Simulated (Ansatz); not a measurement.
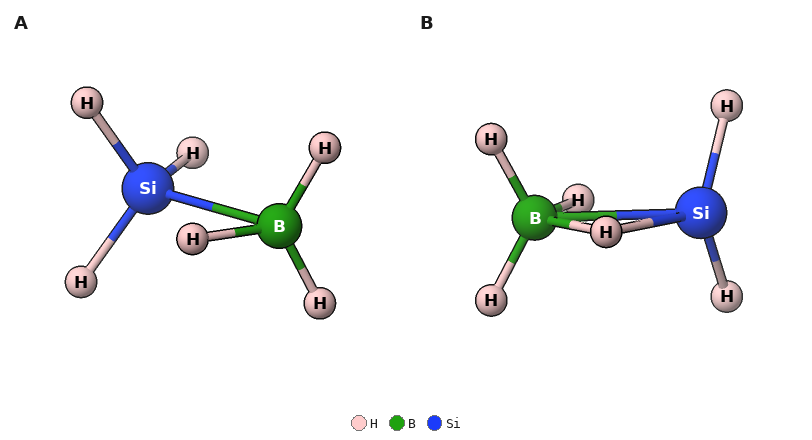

2 stationary structures of one formula. The species is neutral and a spin doublet. Geometries: PBE0-D4/def2-TZVP. Electronic energies: CCSD(T)/CBS (MP2 limit from def2-TZVPP and def2-QZVPP plus CCSD(T) − MP2) (Ansatz 0.2.0), without zero-point energy. Each is one conformer, not always the lowest.

Which structure is the most stable?

Answer. A is lowest (Cs, a minimum); B lies 4.9 kcal/mol above it (Cs, a minimum).
